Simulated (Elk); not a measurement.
Band structure of Sb (R-3m, 2 atoms in the cell).

```yaml
crystal:
  lattice:
    - [2.16357, 1.24914, 3.80613]
    - [-2.16357, 1.24914, 3.80613]
    - [0.00000, -2.49827, 3.80613]
  atoms:
    - { symbol: Sb, position: [0.26826, 0.26826, 0.26826] }
    - { symbol: Sb, position: [0.73174, 0.73174, 0.73174] }
```

Level of theory: PBE, all-electron FP-LAPW, Elk's shipped species files, APW+lo basis with extra local orbitals run with Elk 10.2.4.

Settings: xctype = 20; rgkmax = 8; swidth = 0.00499791 Ha; ngridk = 8 8 8; gmaxvr = 18 1/bohr; lmaxapw = 10; lmaxo = 8; nxlo = 2; lorbcnd = true; lradstp = 2; nrmtscf = 2; lmaxi = 4; maxscl = 100.

The starting cell comes from a database of computed structures (which also holds hypothetical and non-ambient phases and stackings), without a prior relaxation at this level. Its lattice was rescaled by a random factor within 2.5 % of one. Spin-orbit coupling is off. Values depend on the basis (sphere radii, cutoffs, local orbitals), which need not be converged.

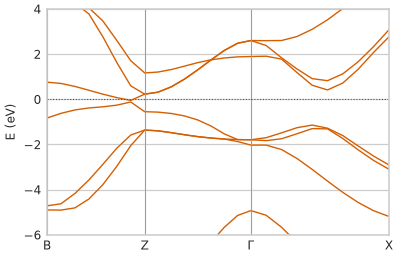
Fig. 1. Bands along the path, energies from the Fermi level.

Levels in eV from the Fermi level, bands 12 to 19:
| point | 12 | 13 | 14 | 15 | 16 | 17 | 18 | 19 |
|---|---|---|---|---|---|---|---|---|
| B | -9.00 | -4.90 | -4.72 | -0.83 | 0.76 | 4.52 | 4.60 | 5.94 |
| Z | -8.81 | -1.36 | -1.36 | -0.55 | 0.23 | 0.23 | 1.17 | 6.84 |
| Γ | -4.93 | -2.03 | -1.79 | -1.79 | 1.90 | 2.60 | 2.60 | 5.22 |
| X | -9.11 | -5.18 | -3.09 | -2.90 | 2.76 | 3.08 | 4.20 | 5.74 |

Bands cross the Fermi level along this path, so the cell is metallic at this level.
